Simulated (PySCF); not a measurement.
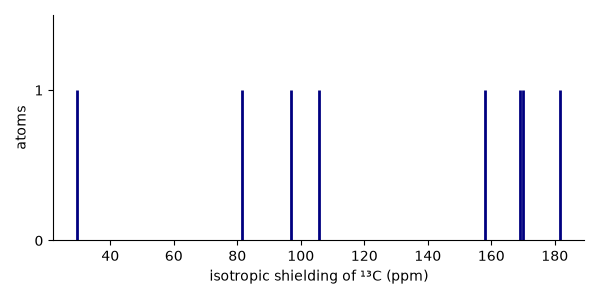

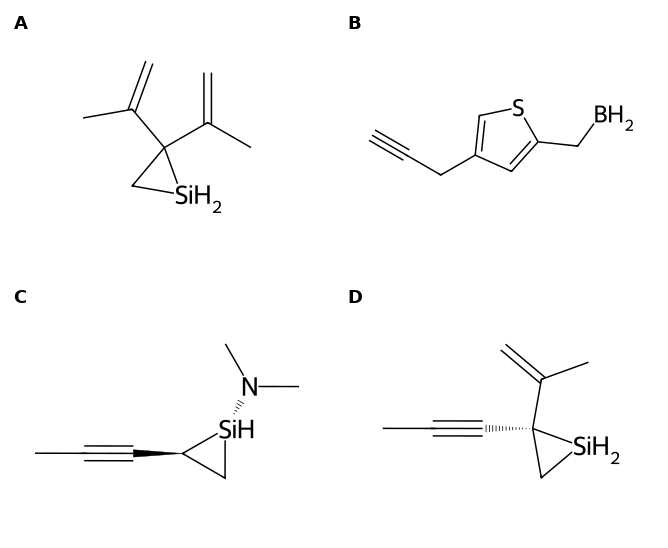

The sticks are computed shieldings of one of the molecules, for one fixed geometry (GFN2-xTB) without averaging over rotations. Low shielding means a high chemical shift. Method: GIAO PBE0/pcSseg-1 NMR shielding, non-relativistic, gas phase (PySCF 2.14.0).

Which molecule gives this pattern?

Answer. D, `C=C(C)[C@]1(C#CC)C[SiH2]1`. Its 8 C atoms give lines at 29.6, 81.5, 96.9, 105.8, 158.1, 169.0, 170.1, 181.7 ppm.

The geometry is semi-empirical. Around B, Si such bond lengths and angles can be off by a tenth of an ångström or more and by several degrees, and values that hang on the shape move with them.
